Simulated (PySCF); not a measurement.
**AlH2SCl3 (SMILES [SH2]->[Al]([Cl])([Cl])[Cl]) at CAM-B3LYP/cc-pVDZ**

Aim: the vertical ionisation energy of AlH2SCl3 at CAM-B3LYP/cc-pVDZ, from 2 runs. 

Program for the calculation: PySCF 2.14.0.

## Step 1: Starting point

AlH2SCl3 has 7 atoms, charge 0, and is taken as a singlet. As SMILES, `[SH2]->[Al]([Cl])([Cl])[Cl]`. The shape comes from GFN2-xTB, which is rough for such elements, and wasn't checked as a minimum.

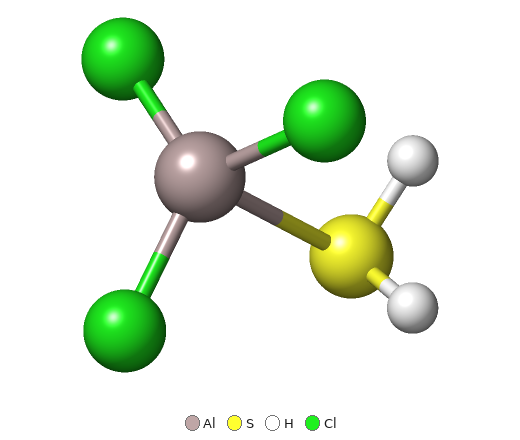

The structure, seen from a chosen angle (aluminium light grey, sulfur yellow, hydrogen white, chlorine green).

## Step 2: A single-point energy at CAM-B3LYP/cc-pVDZ

Input file job.py:

```python
# Al(H2S)Cl3
from pyscf import gto, dft

mol = gto.Mole()
mol.atom = '''
Al   0.139040  -0.238380  -1.093280
S    0.141810  -0.238100   1.643640
H    0.507200   1.041680   1.673850
H   -1.153690   0.066420   1.668570
Cl   2.166320  -0.190010  -1.327060
Cl  -0.888460   1.533050  -1.249200
Cl  -0.912220  -1.974660  -1.316520
'''
mol.verbose = 4
mol.max_memory = 1860
mol.basis = 'cc-pvdz'
mol.spin = 0
mol.build()

mf = dft.RKS(mol, xc='cam-b3lyp')
mf.grids.level = 6
mf.conv_tol = 1e-10
mf.kernel()
if not mf.converged:
    mf = mf.newton().run(mf.mo_coeff, mf.mo_occ)

e_tot = mf.e_tot
print('Final energy', e_tot)
```

Run with:

```sh
OMP_NUM_THREADS=1 python job.py
```

Output:

```text
PySCF version 2.14.0

[INPUT] num. atoms = 7
[INPUT] num. electrons = 82
[INPUT] charge = 0
[INPUT] spin (= nelec alpha-beta = 2S) = 0
[INPUT] symmetry False subgroup None
[INPUT] Mole.unit = angstrom
[INPUT] Symbol           X                Y                Z      unit          X                Y                Z       unit  Magmom
[INPUT]  1 Al     0.139040000000  -0.238380000000  -1.093280000000 AA    0.262747520360  -0.450472913574  -2.065999777464 Bohr   0.0
[INPUT]  2 S      0.141810000000  -0.238100000000   1.643640000000 AA    0.267982061725  -0.449943790259   3.106029447380 Bohr   0.0
[INPUT]  3 H      0.507200000000   1.041680000000   1.673850000000 AA    0.958469090379   1.968489909437   3.163118073603 Bohr   0.0
[INPUT]  4 H     -1.153690000000   0.066420000000   1.668570000000 AA   -2.180158132649   0.125515609194   3.153140319666 Bohr   0.0
[INPUT]  5 Cl     2.166320000000  -0.190010000000  -1.327060000000 AA    4.093751498168  -0.359066860929  -2.507779950865 Bohr   0.0
[INPUT]  6 Cl    -0.888460000000   1.533050000000  -1.249200000000 AA   -1.678946072631   2.897044635264  -2.360645874807 Bohr   0.0
[INPUT]  7 Cl    -0.912220000000  -1.974660000000  -1.316520000000 AA   -1.723845965351  -3.731566589134  -2.487862237512 Bohr   0.0

nuclear repulsion = 494.554121647592
number of shells = 31
number of NR pGTOs = 219
number of NR cGTOs = 100
basis = cc-pvdz
ecp = {}

******** <class 'pyscf.dft.rks.RKS'> ********
method = RKS
initial guess = minao
damping factor = 0
level_shift factor = 0
DIIS = <class 'pyscf.scf.diis.CDIIS'>
diis_start_cycle = 1
diis_space = 8
diis_damp = 0
SCF conv_tol = 1e-10
SCF conv_tol_grad = None
SCF max_cycles = 50
direct_scf = True
direct_scf_tol = 1e-13
XC library pyscf.dft.libxc version 7.0.0
    S. Lehtola, C. Steigemann, M. J.T. Oliveira, and M. A.L. Marques.,  SoftwareX 7, 1–5 (2018)
XC functionals = cam-b3lyp
    T. Yanai, D. P. Tew, and N. C. Handy.,  Chem. Phys. Lett. 393, 51 (2004)
radial grids:
    Treutler-Ahlrichs [JCP 102, 346 (1995); DOI:10.1063/1.469408] (M4) radial grids

becke partition: Becke, JCP 88, 2547 (1988); DOI:10.1063/1.454033
pruning grids: <function nwchem_prune>
grids dens level: 6
symmetrized grids: False
atomic radii adjust function: <function treutler_atomic_radii_adjust>
small_rho_cutoff = 0
Set gradient conv threshold to 1e-05
Initial guess from minao.
tot grids = 379624
init E= -2023.06036565194
  HOMO = -0.33585161494462  LUMO = -0.0258669805794658  gap/eV = 8.43511
cycle= 1 E= -2022.64272879368  delta_E= 0.418  |g|= 0.422  |ddm|= 2.12
  HOMO = -0.340744815209991  LUMO = 0.0140239088657463  gap/eV = 9.65375
cycle= 2 E= -2022.67010925541  delta_E= -0.0274  |g|= 0.344  |ddm|= 0.826
  HOMO = -0.368033818366747  LUMO = 0.0330844664256711  gap/eV = 10.91498
cycle= 3 E= -2022.70390730037  delta_E= -0.0338  |g|= 0.029  |ddm|= 0.34
  HOMO = -0.372846099469054  LUMO = 0.0361730700523112  gap/eV = 11.12998
cycle= 4 E= -2022.70418009648  delta_E= -0.000273  |g|= 0.0103  |ddm|= 0.044
  HOMO = -0.371578351473219  LUMO = 0.0376389862922151  gap/eV = 11.13537
cycle= 5 E= -2022.70421821463  delta_E= -3.81e-05  |g|= 0.00115  |ddm|= 0.013
  HOMO = -0.371719279925961  LUMO = 0.037395936663618  gap/eV = 11.13259
cycle= 6 E= -2022.7042188439  delta_E= -6.29e-07  |g|= 0.000305  |ddm|= 0.00236
  HOMO = -0.371713204509257  LUMO = 0.0374350838630604  gap/eV = 11.13349
cycle= 7 E= -2022.70421887762  delta_E= -3.37e-08  |g|= 5.05e-05  |ddm|= 0.000422
  HOMO = -0.371712878174442  LUMO = 0.0374267208784336  gap/eV = 11.13326
cycle= 8 E= -2022.70421887897  delta_E= -1.35e-09  |g|= 1.97e-05  |ddm|= 0.000117
  HOMO = -0.371715373216093  LUMO = 0.0374294681971038  gap/eV = 11.13340
cycle= 9 E= -2022.70421887912  delta_E= -1.51e-10  |g|= 3.14e-06  |ddm|= 2.98e-05
  HOMO = -0.37171535248878  LUMO = 0.037429769724498  gap/eV = 11.13341
cycle= 10 E= -2022.70421887912  delta_E= -1.82e-12  |g|= 9.28e-07  |ddm|= 8.81e-06
  HOMO = -0.371715403364477  LUMO = 0.0374297993945973  gap/eV = 11.13341
Extra cycle  E= -2022.70421887913  delta_E= -8.19e-12  |g|= 5.64e-07  |ddm|= 1.96e-06
converged SCF energy = -2022.70421887913
Final energy -2022.704218879129
```

Wall time 61 s (1 thread of Arm Neoverse V1, shared host); peak memory 0.55 GiB.

## Step 3: The doublet cation, same level

Input file calc.py:

```python
from pyscf import gto, dft

mol = gto.M(
    atom=[
    ('Al', (0.139040, -0.238380, -1.093280)),
    ('S', (0.141810, -0.238100, 1.643640)),
    ('H', (0.507200, 1.041680, 1.673850)),
    ('H', (-1.153690, 0.066420, 1.668570)),
    ('Cl', (2.166320, -0.190010, -1.327060)),
    ('Cl', (-0.888460, 1.533050, -1.249200)),
    ('Cl', (-0.912220, -1.974660, -1.316520)),
],
    max_memory=1860,
    verbose=4,
    spin=1,
    basis='cc-pvdz',
    charge=1,
)

myscf = dft.UKS(mol)
myscf.xc = 'cam-b3lyp'
myscf.conv_tol = 1e-10
myscf.grids.level = 6
myscf.kernel()
if not myscf.converged:
    myscf = myscf.newton().run(myscf.mo_coeff, myscf.mo_occ)

etot = myscf.e_tot
print('E(%s) = %.9f' % ('CAM-B3LYP', etot))
```

Run with:

```sh
OMP_NUM_THREADS=1 python calc.py
```

Output:

```text
PySCF version 2.14.0

[INPUT] num. atoms = 7
[INPUT] num. electrons = 81
[INPUT] charge = 1
[INPUT] spin (= nelec alpha-beta = 2S) = 1
[INPUT] symmetry False subgroup None
[INPUT] Mole.unit = angstrom
[INPUT] Symbol           X                Y                Z      unit          X                Y                Z       unit  Magmom
[INPUT]  1 Al     0.139040000000  -0.238380000000  -1.093280000000 AA    0.262747520360  -0.450472913574  -2.065999777464 Bohr   0.0
[INPUT]  2 S      0.141810000000  -0.238100000000   1.643640000000 AA    0.267982061725  -0.449943790259   3.106029447380 Bohr   0.0
[INPUT]  3 H      0.507200000000   1.041680000000   1.673850000000 AA    0.958469090379   1.968489909437   3.163118073603 Bohr   0.0
[INPUT]  4 H     -1.153690000000   0.066420000000   1.668570000000 AA   -2.180158132649   0.125515609194   3.153140319666 Bohr   0.0
[INPUT]  5 Cl     2.166320000000  -0.190010000000  -1.327060000000 AA    4.093751498168  -0.359066860929  -2.507779950865 Bohr   0.0
[INPUT]  6 Cl    -0.888460000000   1.533050000000  -1.249200000000 AA   -1.678946072631   2.897044635264  -2.360645874807 Bohr   0.0
[INPUT]  7 Cl    -0.912220000000  -1.974660000000  -1.316520000000 AA   -1.723845965351  -3.731566589134  -2.487862237512 Bohr   0.0

nuclear repulsion = 494.554121647592
number of shells = 31
number of NR pGTOs = 219
number of NR cGTOs = 100
basis = cc-pvdz
ecp = {}

******** <class 'pyscf.dft.uks.UKS'> ********
method = UKS
initial guess = minao
damping factor = 0
level_shift factor = 0
DIIS = <class 'pyscf.scf.diis.CDIIS'>
diis_start_cycle = 1
diis_space = 8
diis_damp = 0
SCF conv_tol = 1e-10
SCF conv_tol_grad = None
SCF max_cycles = 50
direct_scf = True
direct_scf_tol = 1e-13
number electrons alpha = 41  beta = 40
XC library pyscf.dft.libxc version 7.0.0
[... 18 lines left out ...]
WARN: HOMO -0.33585161494461 >= LUMO -0.335851614944609
[... 5 lines left out ...]
WARN: HOMO -0.507091679595105 >= LUMO -0.506121295665899
[... 90 lines left out ...]
converged SCF energy = -2022.297926943  <S^2> = 0.75868872  2S+1 = 2.0086699
E(CAM-B3LYP) = -2022.297926943
```

It took 3.2 min on 1 thread of Arm Neoverse V1, shared host; peak memory 0.57 GiB.

## Step 4: Summary of results

Level: CAM-B3LYP/cc-pVDZ.

| quantity | value |
| --- | --- |
| singlet AlH2SCl3: total energy | -2022.70422 Eh |
| singlet AlH2SCl3: dipole moment | 3.50 D |
| singlet AlH2SCl3: HOMO energy | -10.11 eV |
| singlet AlH2SCl3: LUMO energy | 1.02 eV |
| singlet AlH2SCl3: HOMO–LUMO gap | 11.13 eV |
| doublet cation: total energy | -2022.29793 Eh |
| doublet cation: HOMO energy (highest over α and β) | -15.00 eV |
| doublet cation: LUMO energy (lowest over α and β) | -11.98 eV |
| doublet cation: ⟨S²⟩ | 0.759 |
| vertical ionisation energy (to the doublet cation) | 11.056 eV |

In words: The vertical ionisation energy comes to 11.06 eV (255 kcal/mol). −ε(HOMO) before ionisation, 10.11 eV, is 0.94 eV below this ionisation energy. Mulliken charges (singlet AlH2SCl3) run from -0.21 on Cl6 to +0.37 on Al1; they depend strongly on the basis. Mulliken charges (doublet cation) run from -0.01 on Cl6 to +0.32 on Al1.
